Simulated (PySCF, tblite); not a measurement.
# C4H11NSi2: dynamics, then NMR shifts on frames, part 2 of 2

tblite 0.8.0 and PySCF 2.14.0. Atoms count from 0.

## (5) Shielding tensors: 625 fs, PBE0/pcSseg-1

The job: settings as JSON, then the geometry in Å.

```
{"job": {"kind": "nmr", "xc": "PBE0", "basis": "pcSseg-1", "pop": false}, "charge": 0, "multiplicity": 1}
C      2.143300    -2.762600    -0.664800
C      1.318800    -1.778600    -0.234800
C      1.601000    -0.359200    -0.491700
C      0.726200     0.587100    -0.167500
N     -0.630600     0.497800     0.298700
Si    -0.831400     1.390900     1.795600
Si    -1.798900    -0.505900    -0.550400
H      3.107000    -2.519600    -1.168300
H      1.925000    -3.757700    -0.453800
H      0.397100    -1.876500     0.287600
H      2.609000    -0.117000    -0.892000
H      1.048100     1.638100    -0.392200
H     -2.196300     1.501600     2.207000
H     -0.299500     2.785100     1.413200
H     -0.050600     0.750900     2.822300
H     -1.575200    -0.371300    -2.045200
H     -3.147000     0.053800    -0.254700
H     -1.780900    -1.865600    -0.157300
```

Method: GIAO PBE0/pcSseg-1 NMR shielding, non-relativistic, gas phase.

Output:

```text
coarse grid: 15480 points
cycle   1  E = -792.1077508270  dE =  5.199e-01  |g| = 4.075e-01  |ddm| = 3.832e+00
cycle   2  E = -792.0937537590  dE =  1.400e-02  |g| = 4.829e-01  |ddm| = 8.121e-01
cycle   3  E = -792.1482664880  dE = -5.451e-02  |g| = 6.826e-02  |ddm| = 4.733e-01
cycle   4  E = -792.1491258170  dE = -8.593e-04  |g| = 2.558e-02  |ddm| = 7.568e-02
cycle   5  E = -792.1492788365  dE = -1.530e-04  |g| = 5.958e-03  |ddm| = 3.169e-02
cycle   6  E = -792.1492857080  dE = -6.872e-06  |g| = 2.786e-03  |ddm| = 8.571e-03
final grid: 138768 points
cycle   7  E = -792.1884454425  dE = -1.956e-05  |g| = 7.751e-03  |ddm| = 2.884e-02
cycle   8  E = -792.1884291875  dE =  1.626e-05  |g| = 1.099e-02  |ddm| = 1.749e-02
cycle   9  E = -792.1884610892  dE = -3.190e-05  |g| = 1.633e-03  |ddm| = 1.064e-02
cycle  10  E = -792.1884617551  dE = -6.660e-07  |g| = 2.269e-04  |ddm| = 1.320e-03
cycle  11  E = -792.1884617652  dE = -1.003e-08  |g| = 9.698e-05  |ddm| = 2.455e-04
cycle  12  E = -792.1884617672  dE = -1.997e-09  |g| = 2.566e-05  |ddm| = 8.927e-05
cycle  13  E = -792.1884617673  dE = -1.269e-10  |g| = 1.161e-05  |ddm| = 3.354e-05
converged SCF energy = -792.1884617673

GIAO shielding tensors (ppm)
atom      isotropic    diamagn.    paramagn.     s11        s22        s33       span
  0 C       63.007     252.578    -189.571    -46.937     74.477    161.480    208.417
  1 C       40.391     259.186    -218.795    -80.811     35.410    166.575    247.386
  2 C       48.671     257.953    -209.282    -55.642     71.438    130.217    185.859
  3 C       40.133     251.894    -211.761    -51.465     55.213    116.653    168.118
  4 N      223.757     332.386    -108.629    165.131    251.714    254.427     89.296
  5 Si     396.299     880.287    -483.987    353.845    371.359    463.694    109.849
  6 Si     396.366     880.286    -483.919    355.567    362.040    471.492    115.925
  7 H       25.371      29.170      -3.799     22.460     24.567     29.086      6.627
  8 H       26.709      30.327      -3.617     23.210     25.963     30.956      7.746
  9 H       24.272      35.201     -10.930     19.705     23.088     30.021     10.316
 10 H       24.967      32.710      -7.742     23.347     23.988     27.567      4.220
 11 H       25.209      31.400      -6.191     21.321     26.090     28.218      6.897
 12 H       27.155      29.935      -2.780     23.780     25.715     31.970      8.190
 13 H       26.110      28.498      -2.388     23.053     24.337     30.940      7.887
 14 H       27.427      29.752      -2.325     23.351     25.859     33.072      9.722
 15 H       26.452      29.044      -2.592     23.630     24.519     31.208      7.579
 16 H       26.593      29.474      -2.880     23.007     25.335     31.438      8.430
 17 H       27.089      30.948      -3.858     23.157     25.850     32.261      9.104
```

It took 37 s on 1 thread of Intel Xeon Platinum 8259CL at 2.50GHz, shared host; peak memory 0.86 GiB.

This run: δ C3 146.8, C1 146.5, C2 138.3, C0 123.9, H9 7.45, H10 6.75 ppm.

## (6) Nuclear shieldings: 800 fs, PBE0/pcSseg-1

The job: settings as JSON, then the geometry in Å.

```
{"job": {"kind": "nmr", "xc": "PBE0", "basis": "pcSseg-1", "pop": false}, "charge": 0, "multiplicity": 1}
C      2.148600    -2.670300    -0.923500
C      1.260700    -1.757700    -0.723500
C      1.456000    -0.340300    -0.918500
C      0.629000     0.615600    -0.406400
N     -0.430400     0.333800     0.445000
Si    -0.517900     1.284100     1.901300
Si    -1.726500    -0.707700    -0.200600
H      3.082500    -2.437200    -1.417500
H      2.030500    -3.777300    -0.668400
H      0.331000    -2.083700    -0.230400
H      2.363200     0.025300    -1.437500
H      0.900800     1.678800    -0.491700
H     -1.394900     0.648000     2.832700
H     -0.826700     2.611500     1.529000
H      0.810500     1.358600     2.565000
H     -1.551400    -0.905400    -1.590300
H     -2.975600    -0.028700     0.015700
H     -1.873100    -1.977500     0.551300
```

With the program's defaults for keys left out, this is: GIAO PBE0/pcSseg-1 NMR shielding, non-relativistic, gas phase.

Output:

```text
coarse grid: 15480 points
cycle   1  E = -792.0972621853  dE =  6.846e-01  |g| = 4.409e-01  |ddm| = 3.882e+00
cycle   2  E = -792.0729525841  dE =  2.431e-02  |g| = 5.454e-01  |ddm| = 9.249e-01
cycle   3  E = -792.1448342852  dE = -7.188e-02  |g| = 7.048e-02  |ddm| = 5.588e-01
cycle   4  E = -792.1457551532  dE = -9.209e-04  |g| = 3.301e-02  |ddm| = 7.988e-02
cycle   5  E = -792.1459886243  dE = -2.335e-04  |g| = 1.254e-02  |ddm| = 3.570e-02
cycle   6  E = -792.1460230750  dE = -3.445e-05  |g| = 4.135e-03  |ddm| = 1.538e-02
cycle   7  E = -792.1460273847  dE = -4.310e-06  |g| = 3.352e-04  |ddm| = 4.549e-03
final grid: 138768 points
cycle   8  E = -792.1841117139  dE = -2.109e-05  |g| = 6.245e-03  |ddm| = 2.864e-02
cycle   9  E = -792.1841058843  dE =  5.830e-06  |g| = 8.080e-03  |ddm| = 1.375e-02
cycle  10  E = -792.1841212190  dE = -1.533e-05  |g| = 1.355e-03  |ddm| = 8.033e-03
cycle  11  E = -792.1841216384  dE = -4.194e-07  |g| = 2.883e-04  |ddm| = 1.458e-03
cycle  12  E = -792.1841216579  dE = -1.952e-08  |g| = 1.169e-04  |ddm| = 3.687e-04
cycle  13  E = -792.1841216611  dE = -3.260e-09  |g| = 1.919e-05  |ddm| = 1.041e-04
cycle  14  E = -792.1841216612  dE = -8.231e-11  |g| = 4.271e-06  |ddm| = 2.862e-05
converged SCF energy = -792.1841216612

GIAO shielding tensors (ppm)
atom      isotropic    diamagn.    paramagn.     s11        s22        s33       span
  0 C       68.380     249.632    -181.252    -27.401     76.423    156.118    183.518
  1 C       53.933     259.330    -205.397    -60.554     56.977    165.376    225.930
  2 C       56.502     255.222    -198.720    -50.246     84.322    135.429    185.675
  3 C       34.421     252.036    -217.615    -70.153     48.591    124.827    194.981
  4 N      229.950     333.063    -103.114    165.300    250.091    274.459    109.159
  5 Si     403.272     881.159    -477.887    355.812    375.423    478.581    122.768
  6 Si     390.862     880.391    -489.529    335.971    364.452    472.163    136.193
  7 H       26.544      29.219      -2.675     24.363     25.067     30.202      5.839
  8 H       25.413      26.828      -1.415     23.620     23.878     28.740      5.120
  9 H       24.508      34.312      -9.803     21.144     21.504     30.877      9.732
 10 H       25.443      32.158      -6.716     23.851     24.145     28.332      4.481
 11 H       25.091      31.766      -6.675     22.097     24.616     28.560      6.463
 12 H       27.367      30.093      -2.726     23.655     26.072     32.373      8.719
 13 H       27.583      30.501      -2.918     23.676     25.689     33.382      9.707
 14 H       27.145      29.588      -2.444     23.748     25.619     32.066      8.318
 15 H       27.689      30.673      -2.985     24.834     26.315     31.917      7.083
 16 H       27.193      29.952      -2.759     23.170     25.805     32.604      9.434
 17 H       26.425      30.003      -3.578     23.287     24.694     31.294      8.007
```

Wall time 35 s (1 thread of Intel Xeon Platinum 8259CL at 2.50GHz, shared host); peak memory 0.95 GiB.

In short: δ C3 152.5, C1 133.0, C2 130.4, C0 118.5, H9 7.21, H11 6.63 ppm.

## (7) Shielding tensors: 1000 fs, PBE0/pcSseg-1

The job: settings as JSON, then the geometry in Å.

```
{"job": {"kind": "nmr", "xc": "PBE0", "basis": "pcSseg-1", "pop": false}, "charge": 0, "multiplicity": 1}
C      2.332200    -2.671900    -1.195500
C      1.553300    -1.743800    -0.678700
C      1.462500    -0.363700    -1.101500
C      0.666100     0.556600    -0.510300
N     -0.453600     0.344300     0.343900
Si    -0.535300     1.471500     1.740200
Si    -1.591500    -1.024700    -0.000600
H      2.919500    -2.476800    -2.047700
H      2.411700    -3.596400    -0.687900
H      0.987500    -1.923400     0.250300
H      2.182700     0.049600    -1.796700
H      0.703400     1.638800    -0.762000
H     -1.417600     0.928900     2.825800
H     -1.213200     2.663100     1.246800
H      0.827900     1.775300     2.060300
H     -1.504700    -1.223000    -1.426100
H     -2.891200    -0.466600     0.442900
H     -1.176800    -2.183200     0.791200
```

Level: GIAO PBE0/pcSseg-1 NMR shielding, non-relativistic, gas phase.

Output:

```text
coarse grid: 15480 points
cycle   1  E = -792.0997360850  dE =  5.401e-01  |g| = 4.425e-01  |ddm| = 3.853e+00
cycle   2  E = -792.0755208616  dE =  2.422e-02  |g| = 5.499e-01  |ddm| = 9.529e-01
cycle   3  E = -792.1489859365  dE = -7.347e-02  |g| = 7.308e-02  |ddm| = 5.703e-01
cycle   4  E = -792.1500149314  dE = -1.029e-03  |g| = 2.868e-02  |ddm| = 7.931e-02
cycle   5  E = -792.1502083211  dE = -1.934e-04  |g| = 7.814e-03  |ddm| = 3.285e-02
cycle   6  E = -792.1502187571  dE = -1.044e-05  |g| = 4.309e-03  |ddm| = 1.095e-02
cycle   7  E = -792.1502236265  dE = -4.869e-06  |g| = 3.765e-04  |ddm| = 4.508e-03
final grid: 138768 points
cycle   8  E = -792.1890399223  dE = -2.735e-05  |g| = 6.644e-03  |ddm| = 3.138e-02
cycle   9  E = -792.1890346639  dE =  5.258e-06  |g| = 8.157e-03  |ddm| = 1.449e-02
cycle  10  E = -792.1890508415  dE = -1.618e-05  |g| = 1.537e-03  |ddm| = 8.678e-03
cycle  11  E = -792.1890513752  dE = -5.337e-07  |g| = 3.062e-04  |ddm| = 1.552e-03
cycle  12  E = -792.1890513976  dE = -2.244e-08  |g| = 1.275e-04  |ddm| = 4.364e-04
cycle  13  E = -792.1890514016  dE = -3.983e-09  |g| = 2.662e-05  |ddm| = 1.157e-04
cycle  14  E = -792.1890514018  dE = -1.553e-10  |g| = 7.118e-06  |ddm| = 2.993e-05
converged SCF energy = -792.1890514018

GIAO shielding tensors (ppm)
atom      isotropic    diamagn.    paramagn.     s11        s22        s33       span
  0 C       73.170     251.927    -178.757    -34.206     85.700    168.015    202.221
  1 C       46.613     259.585    -212.972    -72.347     48.976    163.210    235.556
  2 C       63.983     256.338    -192.354    -34.351     83.461    142.840    177.192
  3 C       29.162     253.926    -224.764    -69.401     35.298    121.588    190.989
  4 N      213.381     333.513    -120.132    132.999    245.853    261.292    128.293
  5 Si     394.311     880.485    -486.174    354.648    364.647    463.638    108.990
  6 Si     383.616     880.889    -497.273    340.633    364.612    445.604    104.970
  7 H       26.726      30.751      -4.026     23.436     26.019     30.721      7.286
  8 H       26.768      29.683      -2.915     23.614     25.532     31.159      7.545
  9 H       24.487      34.562     -10.075     21.236     22.647     29.579      8.343
 10 H       25.916      32.889      -6.972     23.952     25.157     28.641      4.689
 11 H       24.674      32.079      -7.404     20.857     23.571     29.595      8.738
 12 H       26.306      28.961      -2.655     22.964     25.204     30.749      7.785
 13 H       26.930      30.087      -3.157     23.290     25.263     32.238      8.949
 14 H       27.442      30.188      -2.746     23.925     26.016     32.385      8.459
 15 H       27.210      30.875      -3.665     24.449     25.902     31.279      6.829
 16 H       26.571      29.943      -3.373     22.646     25.464     31.602      8.955
 17 H       26.385      30.708      -4.323     22.853     25.224     31.078      8.224
```

Run time: 35 s. Hardware: 1 thread of Intel Xeon Platinum 8259CL at 2.50GHz, shared host; peak memory 0.85 GiB.

Key values: δ C3 157.8, C1 140.3, C2 122.9, C0 113.8, H9 7.23, H11 7.04 ppm.

## (8) Side by side: NMR shifts

Shifts (ppm) of some atoms, chosen among heavy atoms and hydrogens apart, with basis size and wall time:

| frame | C1 | C2 | C0 | H8 | H13 | N4 | Si6 | functions | time |
| --- | --- | --- | --- | --- | --- | --- | --- | --- | --- |
| 250 fs | 145.5 | 133.4 | 126.1 | 6.15 | 4.86 | 46.6 | -41.8 | 188 | 36 s |
| 425 fs | 144.1 | 134.9 | 130.2 | 5.51 | 4.75 | 36.6 | -39.8 | 188 | 37 s |
| 625 fs | 146.5 | 138.3 | 123.9 | 5.01 | 5.61 | 44.0 | -47.2 | 188 | 37 s |
| 800 fs | 133.0 | 130.4 | 118.5 | 6.30 | 4.13 | 37.8 | -41.7 | 188 | 35 s |
| 1000 fs | 140.3 | 122.9 | 113.8 | 4.95 | 4.79 | 54.3 | -34.5 | 188 | 35 s |

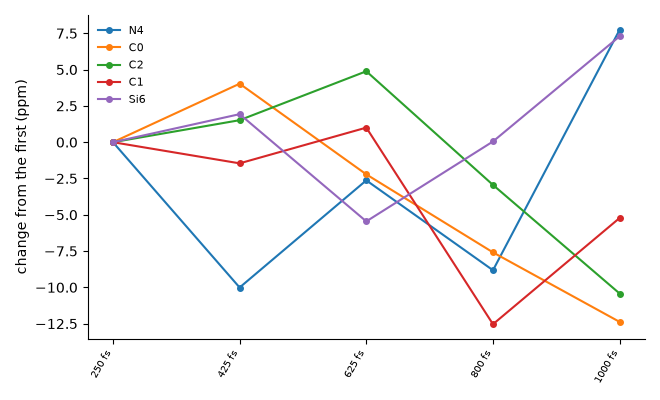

How five of the tabulated atoms move from run to run.

## (9) Outcome

What follows sums up all 2 parts.

| quantity | value |
| --- | --- |
| thermostat | 200 K |
| mean temperature, second half | 202 K |
| mean potential energy above the minimum | 0.49 eV |
| 13C shifts against TMS (PBE0/pcSseg-1, 250 fs) | 151.5, 145.5, 133.4, 126.1 ppm |
| 1H shifts against TMS (PBE0/pcSseg-1, 250 fs) | 7.26, 6.45, 6.15, 6.04, 5.53, 4.99, 4.91, 4.86, 4.83, 4.64, 4.35 ppm |
| 15N shifts against NH3 (PBE0/pcSseg-1, 250 fs) | 46.6 ppm |
| 29Si shifts against TMS (PBE0/pcSseg-1, 250 fs) | -41.8, -56.7 ppm |
| range of the shift of N4 | 36.6 to 54.3 ppm |

What this shows: In the second half the potential energy averages 0.49 eV above the minimum; equipartition over 48 harmonic modes at 200 K would give 0.41 eV. With 18 atoms the temperature swings widely (102 to 269 K). Shifts at one fixed geometry are not the observed spectrum, which averages over the motion. In the first frame run (250 fs): Shielding is most anisotropic at C1 (span 247 ppm, paramagnetic term -217 ppm). Across the 5 runs the shift of N4 moves most, between 36.6 (425 fs) and 54.3 ppm (1000 fs).
